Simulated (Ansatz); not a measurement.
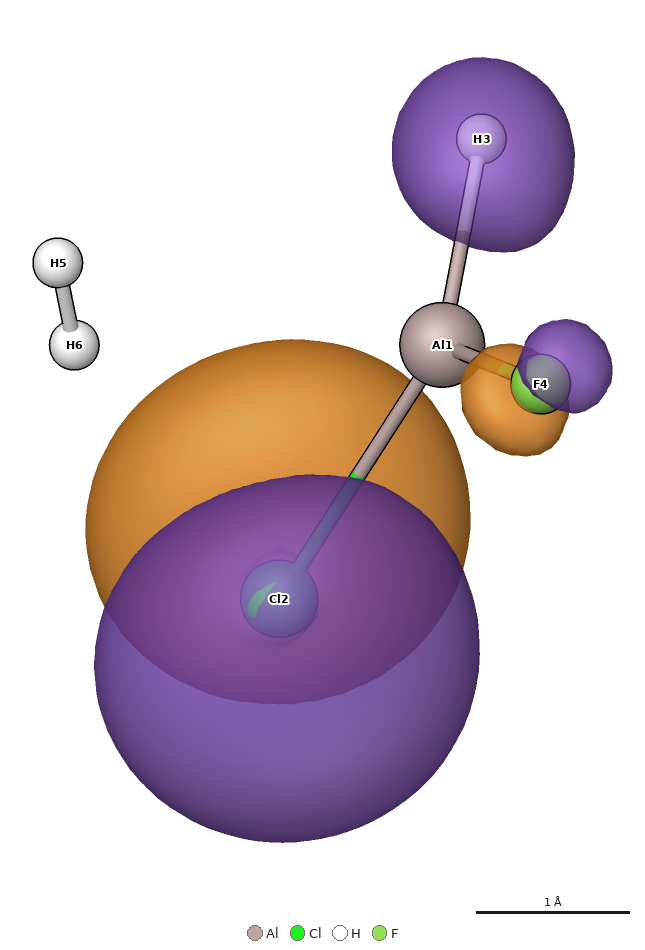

Figure. AlClFH···H2. The HOMO at ±0.1 Å⁻³ᐟ² (orange and purple are the two phases), seen at an oblique angle.

Not at a stationary point (largest force 1.7 eV/Å).

Level of theory: RKS BLYP-D4/def2-SVP (Ansatz).

```xyz
6

Al    0.0216    0.2296    0.1015
Cl   -0.0323    0.4739    2.2829
H     1.3593    0.2660   -0.7085
F    -1.4416    0.1151   -0.7022
H     0.0473   -2.4343    0.8095
H     0.0771   -1.9159    1.3168
```

What is the character of this orbital?

Answer. It lies mainly on Cl2 (about 85 %); largely a lone pair of Cl2. Its energy is −7.41 eV.
